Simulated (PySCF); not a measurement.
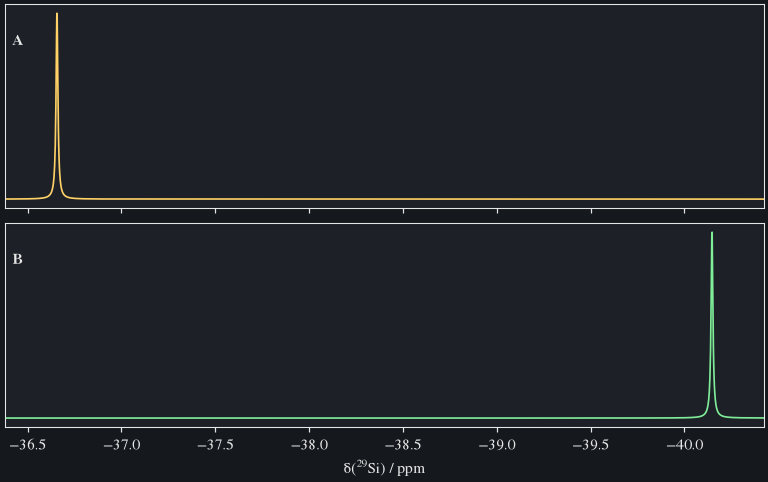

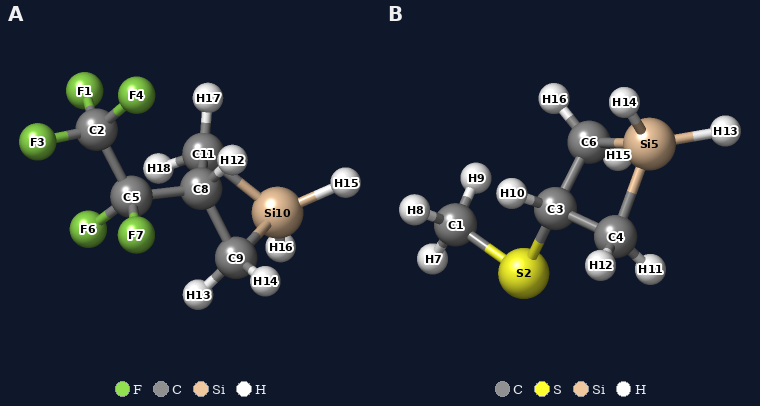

Related molecules: A is C₅H₇F₅Si, SMILES FC(F)(F)C(F)(F)C1C[SiH2]C1; B is C₄H₁₀SSi, SMILES CSC1C[SiH2]C1. GIAO ²⁹Si shifts against TMS, mPW1PW91/pcSseg-2, PySCF 2.14.0, at a PBE0-D3(BJ)/def2-SVP geometry (no frequency check); fully decoupled, line heights follow the number of nuclei within a panel, widths are arbitrary (no quadrupolar broadening); values of one conformer, averaged over nuclei that symmetry, rotation about single bonds or ring flips exchange, these motions taken as fast; other conformers aren't averaged in.

### How does the ²⁹Si shift respond?

From A (−36.7 ppm) to B (−40.1 ppm) the nucleus is shielded by 3.5 ppm.
